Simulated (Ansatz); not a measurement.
# Cost against accuracy: vacuum between outermost atoms (Å) for a (001) slab of BiS3 (cut from a parent of space group no. 194; 24 atoms in the cell)

Cell: a = 7.0799 Å, b = 7.0799 Å, c = 21.7982 Å, α = 90.00°, β = 90.00°, γ = 120.00°.

Level of theory: PBE (plane waves, PAW; Ansatz, an electronic-structure program).

Base settings: basis.ecutwfc = 420 eV; kpoints.mp_grid.grid = 6 6 1; hamiltonian.xc = pbe; hamiltonian.pseudopotentials = {kind: paw} (the program's default PAW files); scf.occupations.method = methfessel_paxton; scf.occupations.width = 0.272 eV.

Misses are taken against the tightest run, 28.0, which need not be fully converged itself. The energy is the free energy per atom.

The count of work is k-points × plane waves × bands × iterations; it is no time, and leaves out set-up, grids and terms that scale otherwise. 

The starting cell comes from a database of computed structures (which also holds hypothetical and non-ambient phases and stackings), without a prior relaxation at this level. The slab is cut from that crystal, and its faces are unrelaxed. Spin polarisation is off, though cut faces can carry moments; the slab shows no gap. In the base run, forces exceed 1 eV/Å.

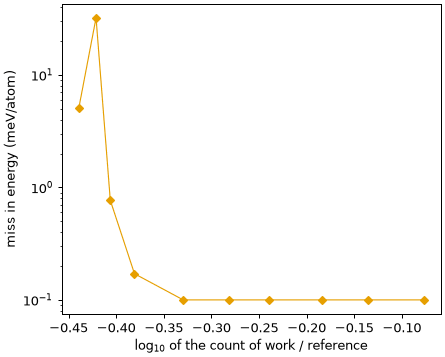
Figure: Miss against the count of work; the reference run is not drawn, and misses under 0.1 meV/atom are drawn there.

```tsv
vacuum between outermost atoms (Å)	energy less reference (meV/atom)	largest difference in the force on any atom (eV/Å)	count of work / reference
3.0	-32.20	0.799	0.38
4.0	-5.05	0.150	0.36
5.0	-0.77	0.027	0.39
6.0	-0.17	0.009	0.42
8.0	-0.02	0.001	0.47
10.0	0.00	0.000	0.52
12.0	0.00	0.000	0.58
15.0	0.00	0.000	0.65
18.0	0.00	0.000	0.73
22.0	0.00	0.000	0.84
28.0	0.00	0.000	1.0
```

Coarsest setting among those run that, with all tighter ones, holds the energy within 20 meV/atom of the reference: 4.0, off by 5.1 meV/atom; it needs 0.36 of the reference's count of work.

Coarsest setting among those run that, with all tighter ones, holds the energy within 0.5 meV/atom of the reference: 6.0, off by 0.17 meV/atom; it needs 0.42 of the reference's count of work.

The step from 3.0 to 22.0: it takes the miss in the energy from 32 to 0.00 meV/atom, for 2.2 times the count of work.

Keys are those of Ansatz 0.2.
